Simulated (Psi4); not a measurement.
**wB97M-V/cc-pVDZ run of CH5BO2 (SMILES COBO)**

Aim: the vertical ionisation energy of CH5BO2 at wB97M-V/cc-pVDZ, from 2 runs. 

Program for the calculation: Psi4 1.11.

1 further run of the same task is left out (it didn't finish). Runs told in other sessions of the task aren't counted.

## (1) Starting point

CH5BO2: 9 atoms, total charge 0, spin state singlet. As SMILES, `COBO`. Geometry: relaxed at PBE0-D4/def2-TZVP. This is one conformer, not always the lowest.

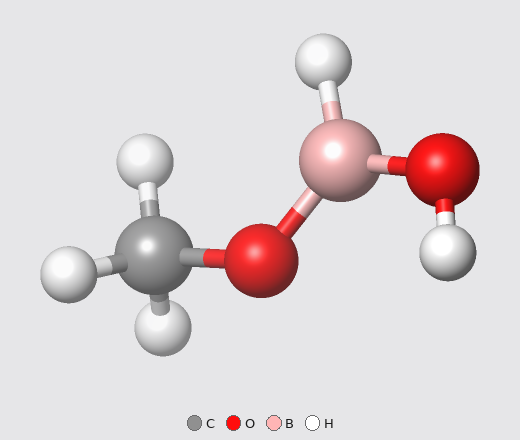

The structure, seen from a chosen angle (carbon grey, oxygen red, boron pink, hydrogen white).

## (2) The energy at wB97M-V/cc-pVDZ

The input, run_ase.py:

```python
import numpy as np
from ase.calculators.psi4 import Psi4
from ase import Atoms

mol = Atoms(['C', 'O', 'B', 'O', 'H', 'H', 'H', 'H', 'H'], positions=[
    [0.281800, 0.801900, -1.057400],
    [-0.113500, 0.454800, 0.251000],
    [-0.134900, -0.834100, 0.671600],
    [-0.524600, -1.118500, 1.938500],
    [0.568100, -0.079800, -1.637600],
    [1.131400, 1.486400, -1.006200],
    [-0.544800, 1.307500, -1.561700],
    [0.183900, -1.738400, -0.047600],
    [-0.758900, -0.326300, 2.432200],
])
calc = Psi4(atoms=mol, method='wb97m-v', basis='cc-pVDZ', memory='2200MB', num_threads=1, charge=0, multiplicity=1, label='ch5bo2')
calc.psi4.set_options({'puream': True, 'e_convergence': 1e-09, 'd_convergence': 1e-08, 'scf_type': 'pk', 'dft_radial_points': 99, 'dft_spherical_points': 590})
mol.calc = calc

print(f'energy: {mol.get_potential_energy():.6f} eV')
```

Launch:

```sh
$ python run_ase.py
```

ch5bo2.dat, shortened:

```text
[...]
  Running in c1 symmetry.
[...]
  Nuclear repulsion =  115.438950461155656
[...]
  Multiplicity = 1
[...]
  Nalpha       = 16
  Nbeta        = 16
[...]
    Number of basis functions: 81
[...]
   @RKS iter   1:  -216.25950366503426   -7.20801e-01   7.71822e-03 DIIS/ADIIS
[...]
   @RKS iter  11:  -216.42238996410254   -1.90994e-11   7.28645e-09 DIIS
[...]
    Orbital Energies [Eh]
    ---------------------
    Doubly Occupied:
       1A    -19.356641     2A    -19.350698     3A    -10.407728
       4A     -6.938692     5A     -1.172652     6A     -1.136884
       7A     -0.816624     8A     -0.666707     9A     -0.622886
      10A     -0.576912    11A     -0.565759    12A     -0.479591
      13A     -0.470118    14A     -0.463274    15A     -0.415881
      16A     -0.395500
[...]
  @RKS Final Energy:  -216.42238996410254
   => Energetics <=
    Nuclear Repulsion Energy =            115.4389504611556561
    One-Electron Energy =                -523.4294705941249504
    Two-Electron Energy =                 211.7008773395822629
    DFT Exchange-Correlation Energy =     -20.2616328779652726
    Empirical Dispersion Energy =           0.0000000000000000
    VV10 Nonlocal Energy =                  0.1288857072498010
    Total Energy =                       -216.4223899641025355
[...]
 Multipole Moments:
 ------------------------------------------------------------------------------------
     Multipole            Electronic (a.u.)      Nuclear  (a.u.)        Total (a.u.)
 ------------------------------------------------------------------------------------
 L = 1.  Multiply by 2.5417464519 to convert [e a0] to [Debye]
 Dipole X            :         -1.1053882            1.1507181            0.0453299
 Dipole Y            :         -1.3824342            1.9946939            0.6122596
 Dipole Z            :          3.7633534           -4.0759431           -0.3125897
 Magnitude           :                                                    0.6889332
[...]
```

Standard output:

```text
energy: -5889.153198 eV
```

Wall time 4.7 min (1 thread of Intel Xeon Platinum 8259CL at 2.50GHz (Skylake/Cascade Lake), shared host); peak memory 1.3 GiB.

## (3) The doublet cation

The input, ch5bo2.xyz:

```xyz
9
CH5BO2
C      0.281800     0.801900    -1.057400
O     -0.113500     0.454800     0.251000
B     -0.134900    -0.834100     0.671600
O     -0.524600    -1.118500     1.938500
H      0.568100    -0.079800    -1.637600
H      1.131400     1.486400    -1.006200
H     -0.544800     1.307500    -1.561700
H      0.183900    -1.738400    -0.047600
H     -0.758900    -0.326300     2.432200
```

The input, run.py:

```python
import numpy as np
from ase.calculators.psi4 import Psi4
from ase.io import read

atoms = read('ch5bo2.xyz')
calc = Psi4(atoms=atoms, method='wb97m-v', basis='cc-pVDZ', memory='2200MB', num_threads=1, charge=1, multiplicity=2, label='calc', reference='uks')
calc.psi4.set_options({'puream': True, 'e_convergence': 1e-09, 'd_convergence': 1e-08, 'scf_type': 'pk', 'dft_radial_points': 99, 'dft_spherical_points': 590, 'maxiter': 100})
atoms.calc = calc

print(f'energy: {atoms.get_potential_energy():.6f} eV')
```

Launch:

```sh
$ python run.py
```

calc.dat, shortened:

```text
[...]
  Running in c1 symmetry.
[...]
  Nuclear repulsion =  115.438950461155656
[...]
  Multiplicity = 2
[...]
  Nalpha       = 16
  Nbeta        = 15
[...]
    Number of basis functions: 81
[...]
   @UKS iter   1:  -215.90381079937603   -3.65109e-01   6.00590e-03 ADIIS/DIIS
[...]
   @UKS iter  19:  -216.01764143902051   -8.52651e-12   9.07947e-09 DIIS
[...]
   @S^2 Observed:                7.641710600E-01
[...]
    Orbital Energies [Eh]
    ---------------------
    Alpha Occupied:
       1A    -19.730062     2A    -19.641728     3A    -10.669193
       4A     -7.202841     5A     -1.512074     6A     -1.421109
       7A     -1.103126     8A     -0.938151     9A     -0.908192
      10A     -0.882589    11A     -0.869383    12A     -0.751442
      13A     -0.745749    14A     -0.726514    15A     -0.712952
      16A     -0.681501
    Alpha Virtual:
      17A     -0.121764    18A     -0.066260    19A     -0.054820
      20A     -0.026193    21A      0.001558    22A      0.002984
      23A      0.043594    24A      0.088219    25A      0.127876
[...]
  @UKS Final Energy:  -216.01764143902051
   => Energetics <=
    Nuclear Repulsion Energy =            115.4389504611556561
    One-Electron Energy =                -514.4138629532012601
    Two-Electron Energy =                 202.8832948615267924
    DFT Exchange-Correlation Energy =     -20.0520507470260085
    Empirical Dispersion Energy =           0.0000000000000000
    VV10 Nonlocal Energy =                  0.1260269385243465
    Total Energy =                       -216.0176414390205082
  UHF NO Occupations:
  HONO-2 :   14  A 1.9995334
  HONO-1 :   15  A 1.9939576
[...]
 Multipole Moments:
 ------------------------------------------------------------------------------------
     Multipole            Electronic (a.u.)      Nuclear  (a.u.)        Total (a.u.)
 ------------------------------------------------------------------------------------
 L = 1.  Multiply by 2.5417464519 to convert [e a0] to [Debye]
 Dipole X            :         -0.9755586            1.1507181            0.1751595
 Dipole Y            :         -0.9456110            1.9946939            1.0490829
 Dipole Z            :          3.2338174           -4.0759431           -0.8421257
 Magnitude           :                                                    1.3566250
[...]
```

Standard output:

```text
energy: -5878.139429 eV
```

Wall time 7.5 min (1 thread of Intel Xeon Platinum 8259CL at 2.50GHz (Skylake/Cascade Lake), shared host); peak memory 1.3 GiB.

## (4) Outcome

Level: wB97M-V/cc-pVDZ.

| quantity | value |
| --- | --- |
| singlet CH5BO2: total energy | -216.42239 Eh |
| singlet CH5BO2: dipole moment | 1.75 D |
| singlet CH5BO2: HOMO energy | -10.76 eV |
| singlet CH5BO2: LUMO energy | 3.51 eV |
| singlet CH5BO2: HOMO–LUMO gap | 14.27 eV |
| doublet cation: total energy | -216.01764 Eh |
| doublet cation: HOMO energy (highest over α and β) | -18.41 eV |
| doublet cation: LUMO energy (lowest over α and β) | -11.27 eV |
| doublet cation: ⟨S²⟩ | 0.764 |
| vertical ionisation energy (to the doublet cation) | 11.014 eV |

What this shows: Removing an electron at fixed nuclei costs 11.01 eV (1063 kJ/mol). −ε(HOMO) before ionisation, 10.76 eV, is 0.25 eV below this ionisation energy.
